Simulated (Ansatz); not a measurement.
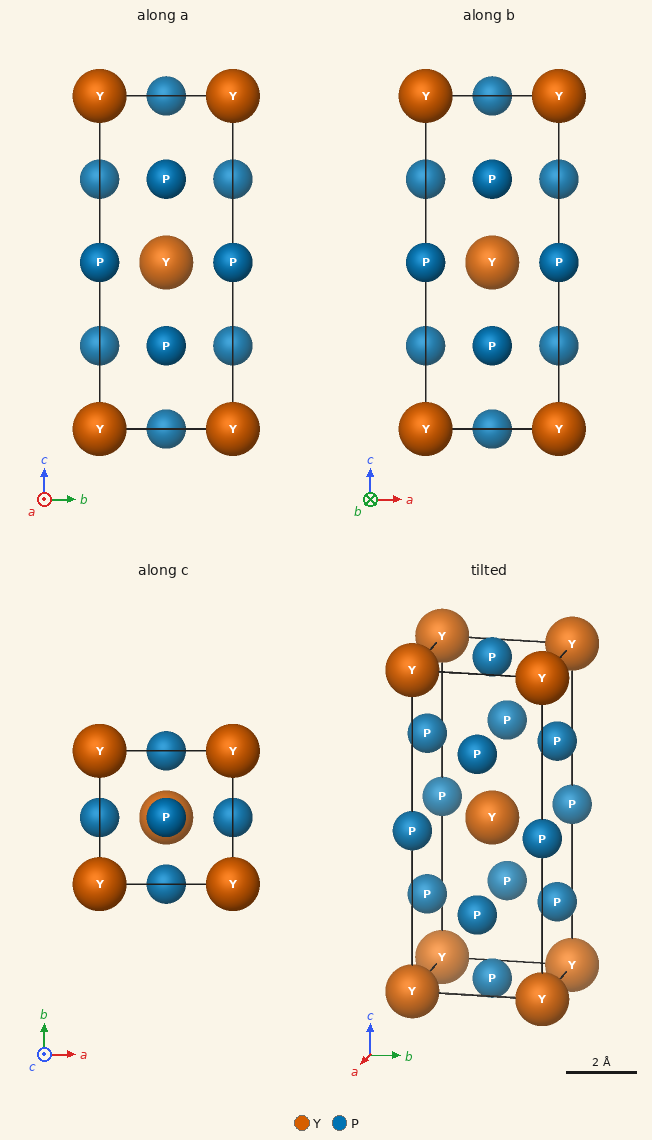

Crystal structure, spheres-only style, seen along the a axis, along the b axis, along the c axis and slightly off an axis. Lines trace the edges of the conventional unit cell.

Lattice parameters: a = 3.861 Å, b = 3.861 Å, c = 9.646 Å, α = 90.00°, β = 90.00°, γ = 90.00°.

> Give the atomic positions as a table of Wyckoff sites.

Space group I4/mmm (No. 139).
| atom | site | x | y | z |
| --- | --- | --- | --- | --- |
| Y | 2a | 0.0000 | 0.0000 | 0.0000 |
| P | 2b | 0.5000 | 0.5000 | 0.0000 |
| P | 4d | 0.5000 | 0.0000 | 0.2500 |

The starting point was a textbook structure type filled with these elements (whether it is the usual form wasn't checked). The structure drawn was relaxed with Ansatz, DFT PBE, scalar-relativistic, plane waves, PAW.
